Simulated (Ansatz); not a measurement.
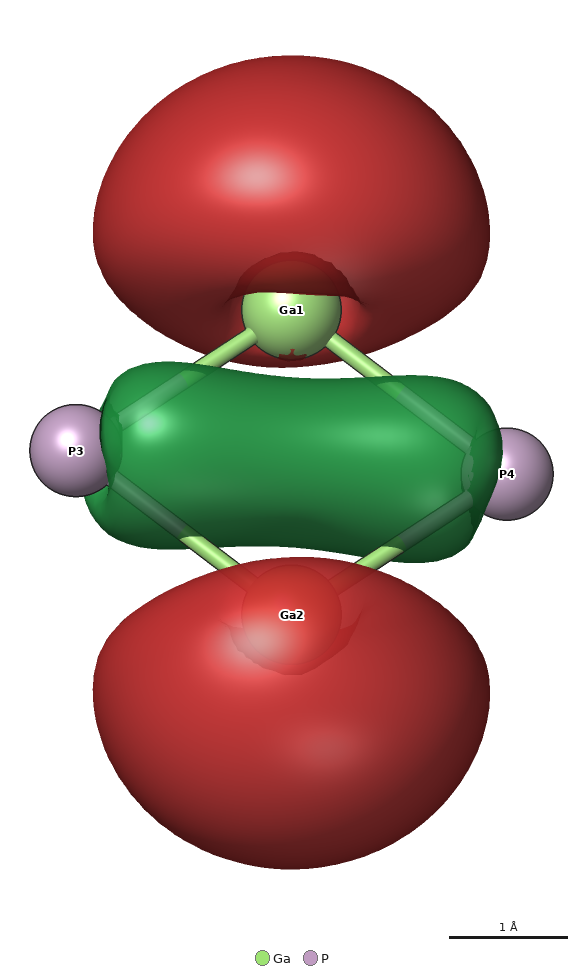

The picture shows: Ga2P2 (charge −1, doublet). The HOMO (β) at ±0.08 Å⁻³ᐟ² (green and red are the two phases), seen at an oblique angle.

Geometry: r2SCAN-D4/def2-SVPD.

These are results of UKS PBE0-D4/def2-TZVPD (Ansatz), not measurements.

Where does this orbital lie, and at what energy?

Its weight (Hirshfeld) is mainly on Ga1 (about 40 %), Ga2 (about 40 %), P3 (about 10 %) and P4 (about 10 %); it is symmetric in the molecular plane (an in-plane orbital: σ, lone-pair or in-plane π type); it is gerade (even under inversion). Its energy is −1.13 eV.
